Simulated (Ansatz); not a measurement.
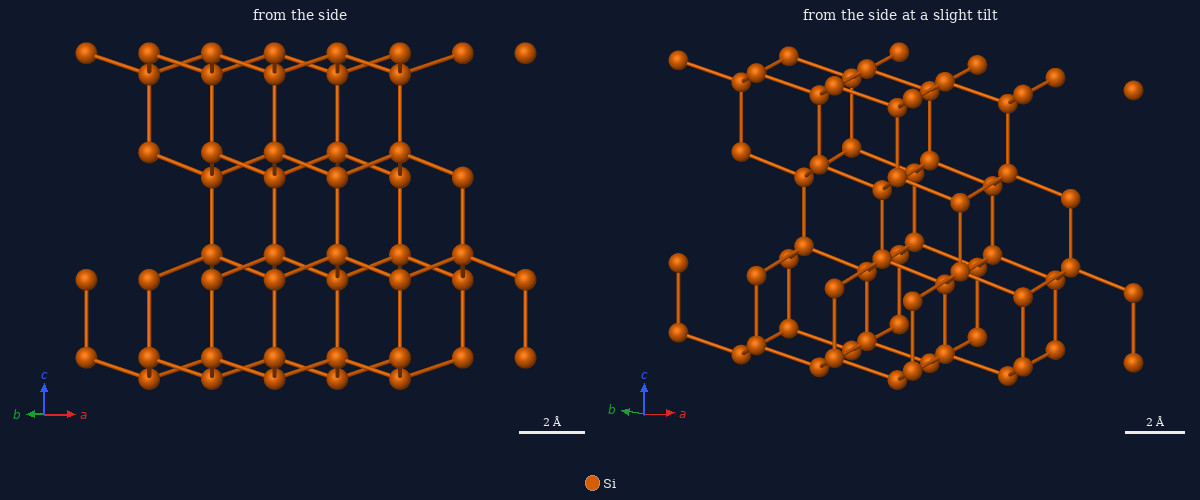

A ball-and-stick picture of a periodic slab, seen from the side and from the side at a slight tilt. The surface normal points up in side views; the vacuum is left out. 2×3 cells are drawn in the plane, with atoms at the edges repeated.

The cell holds 8 Si. The slab was cut from bulk Si (Fd-3m).

What is the slab's thickness, atom centre to atom centre?

About 10 Å from the lowest to the highest atom.

State the number of planes and their content from above.

Eight planes: Si / Si / Si / Si / Si / Si / Si / Si.

Name the surface by its Miller indices.

(1 1 1).

All computed values are from DFT PBE, scalar-relativistic, plane waves, PAW (Ansatz 0.2.0). Settings: a cutoff energy of 420 eV, Brillouin-zone sampling on a 9×9×1 mesh, Gaussian smearing of 0.05 eV, no spin polarisation.

Predict the work functions of both surfaces.

4.70 eV on both faces.

The starting point was a structure listed in the Materials Project, from which a slab was cut. The atoms were relaxed in a fixed cell with DFT PBE, scalar-relativistic, plane waves, PAW in Ansatz.
